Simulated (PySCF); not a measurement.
Atomic calculation for Au³⁺

- system: Au³⁺, configuration 1s2 2s2 2p6 3s2 3p6 3d10 4s2 4p6 4d10 4f14 5s2 5p6 5d8, multiplicity 3.
- method: unrestricted r2SCAN, aug-cc-pVTZ-PP with ECP60, scalar-relativistic core potential (PySCF)

## Output (extracts)
```
damping factor = 0
level_shift factor = 0
DIIS = <class 'pyscf.scf.diis.CDIIS'>
diis_start_cycle = 1
diis_space = 10
diis_damp = 0
SCF conv_tol = 1e-09
SCF conv_tol_grad = None
number electrons alpha = 9  beta = 7
XC functionals = R2SCAN
    J. W. Furness, A. D. Kaplan, J. Ning, J. P. Perdew, and J. Sun.,  J. Phys. Chem. Lett. 11, 8208-8215 (2020)
    J. W. Furness, A. D. Kaplan, J. Ning, J. P. Perdew, and J. Sun.,  J. Phys. Chem. Lett. 11, 9248-9248 (2020)
    J. W. Furness, A. D. Kaplan, J. Ning, J. P. Perdew, and J. Sun.,  J. Phys. Chem. Lett. 11, 8208-8215 (2020)
    J. W. Furness, A. D. Kaplan, J. Ning, J. P. Perdew, and J. Sun.,  J. Phys. Chem. Lett. 11, 9248-9248 (2020)
cycle= 1 E= -133.445993571044  delta_E= -0.00575  |g|= 0.0101  |ddm|= 0.057
cycle= 2 E= -133.446013802471  delta_E= -2.02e-05  |g|= 0.00335  |ddm|= 0.00565
cycle= 3 E= -133.446016065765  delta_E= -2.26e-06  |g|= 0.0012  |ddm|= 0.00214
cycle= 4 E= -133.4460163994  delta_E= -3.34e-07  |g|= 2.77e-05  |ddm|= 0.000562
cycle= 5 E= -133.446016399623  delta_E= -2.23e-10  |g|= 2.28e-06  |ddm|= 1.71e-05
converged SCF energy = -133.446016399623  <S^2> = 2.0013583  2S+1 = 3.0009054
```

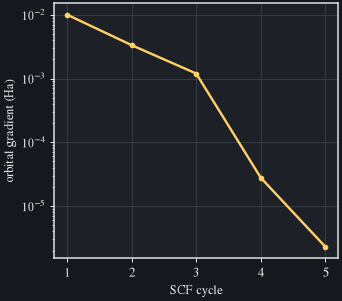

*Convergence: orbital gradient against the SCF cycle.*

The residual falls at every step. It goes from 0.010 to 2.3×10⁻⁶ in 5 steps.

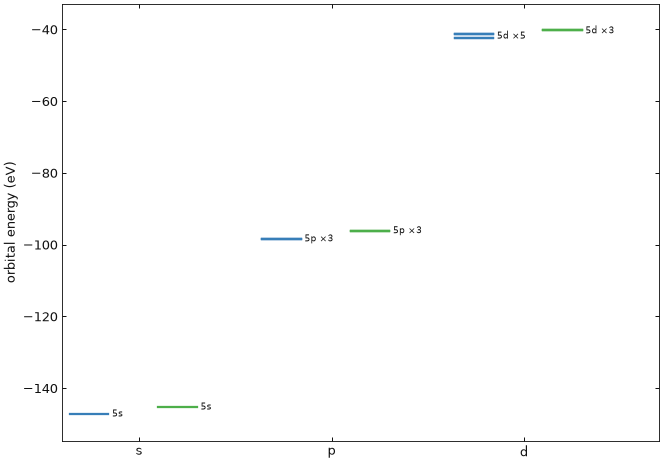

*Orbital energies of the mean field, from the top down to −147.2 eV, by angular momentum, α spin at the left of each column and β at the right; ×n counts the orbitals under one label.*

The highest filled orbital is 5d β at −40.3 eV, the lowest empty one d β at −38.2 eV.

## The input
```python
from pyscf import gto, scf, dft, mp, cc
mol = gto.M(atom="Au 0 0 0", charge=3, spin=2, symmetry="D2h",
            basis="aug-cc-pVTZ-PP",
            ecp="aug-cc-pVTZ-PP")
mf = dft.UKS(mol, xc="R2SCAN")
mf.irrep_nelec = {'Ag': (3, 1), 'B1g': (1, 1), 'B2g': (1, 1), 'B3g': (1, 1), 'B1u': (1, 1), 'B2u': (1, 1), 'B3u': (1, 1)}
mf.kernel()
```

The script is an equivalent of what the driver set up; the driver started from orbitals of its own, so the log can be shorter than this script's would be, and it computed the properties (radii, ⟨L²⟩, response) afterwards. It held the occupations shell by shell, which the script's counts by irreducible representation don't always enforce.

## Summary

| quantity | value |
| --- | --- |
| outcome | converged |
| total energy (valence electrons, under a core potential) | −133.446016 hartree |
| ⟨S²⟩ | 2.001 |
| ⟨L²⟩ | 12.02 |
| SCF iterations | 5 |
| hardware | 1 CPU thread, shared host |
| CPU time | 1.1 s (integrals apart) |
